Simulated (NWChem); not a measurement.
# ZnH2 (SMILES [H][Zn][H]): B1B95-D3(0)/6-31G(d)/LANL2DZ (core potential, Cartesian functions, SMD toluene)

Aim: a short trajectory of ZnH2. 

The results are computed with NWChem 7.3.0.

3 further runs of the same task are left out: 1 that didn't finish, 2 set aside as unsound or not needed.

## (1) The molecule

ZnH2: 3 atoms, total charge 0, spin state singlet. As SMILES, `[H][Zn][H]`. The shape comes from GFN2-xTB, which is rough for such elements, and wasn't checked as a minimum. The run starts from this shape.

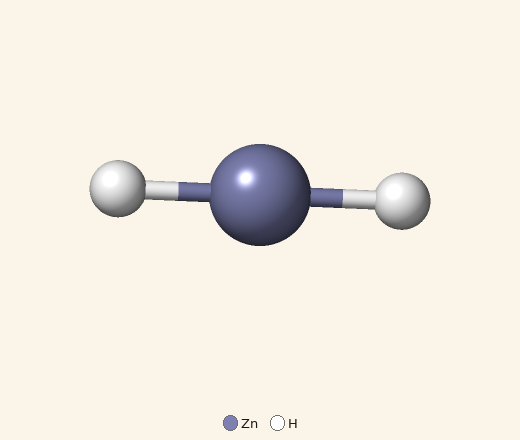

The structure, seen from a chosen angle (zinc blue, hydrogen white).

## (2) A short trajectory at B1B95-D3(0)/6-31G(d)/LANL2DZ (core potential, Cartesian functions, SMD toluene)

h2zn.nw reads:

```
start h2zn
title "H2Zn md"
memory total 2200 mb
charge 0

geometry units angstrom noautosym nocenter noautoz
Zn     0.000210     0.000120    -0.000080
H     -0.018120    -0.022340     1.498900
H      0.017920     0.022220    -1.498820
end

basis "ao basis" cartesian
* library 6-31G* except Zn
Zn library "lanl2dz ecp"
end

ecp
Zn library "lanl2dz ecp"
end

cosmo
do_cosmo_smd true
solvent toluene
end

dft
xc b1b95
mult 1
disp vdw 3
grid coarse
convergence energy 1e-05
direct
maxiter 150
vectors input hcore
print low
end

qmd
nstep_nucl 10
dt_nucl 20
targ_temp 100
thermostat none
rand_seed 69106
print_xyz 1
end

task dft qmd
```

On the command line:

```sh
nwchem h2zn.nw > h2zn.out
```

The program printed:

```text
[...]
 d= 0,ls=0.0,diis     1    -56.8669448408 -6.55D+01  7.06D-01  6.84D+01     0.1
[...]
         Total DFT energy =      -66.772369933500
[...]
         Total DFT energy =      -66.772921140377
[...]
         Total DFT energy =      -66.778724961694
[...]
         Total DFT energy =      -66.778977987121
[...]
         Total DFT energy =      -66.778881803269
[...]
 d= 0,ls=0.0,diis     5    -66.7784676674 -5.44D-07  4.12D-06  9.89D-09    11.5
         Total DFT energy =      -66.778467667367
      One electron energy =     -135.809787780031
           Coulomb energy =       71.040749016596
    Exchange-Corr. energy =       -9.821003772135
 Nuclear repulsion energy =        7.838998121499
    Dispersion correction =       -0.000129635557
[...]
                         DFT ENERGY GRADIENTS
    atom               coordinates                        gradient
                 x          y          z           x          y          z
   1 Zn      0.001031  -0.002837   0.000519    0.000383  -0.002022   0.004271
   2 H      -0.058165   0.050496   3.102184   -0.000264   0.000868   0.005055
   3 H       0.017560   0.143646  -3.144536   -0.000120   0.001154  -0.009326
[...]
```

Run time: 12 s. Hardware: 1 thread of Intel Xeon Platinum 8488C (Sapphire Rapids), shared host; peak memory 0.1 GiB.

The path in brief:

```tsv
step	potential energy change (eV)	temperature (K)
1	0.0000	255
2	-0.0250	446
3	-0.0548	684
4	-0.0872	932
5	-0.1173	1164
6	-0.1417	1351
7	-0.1579	1477
8	-0.1648	1530
9	-0.1622	1510
10	-0.1509	1424
```

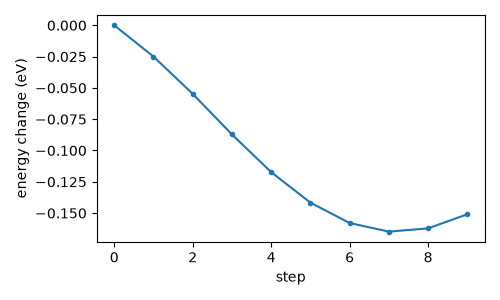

Energy along the run.

## (3) Results

Level: B1B95-D3(0)/6-31G*/LANL2DZ (core potential, Cartesian functions, SMD toluene).

```
                          quantity         value
potential energy of the last frame  -66.77847 Eh
```

What this shows: The run spans only 5 fs, so it is not equilibrated: the temperature averages 1458 K over its second half, against 255 K at the start.
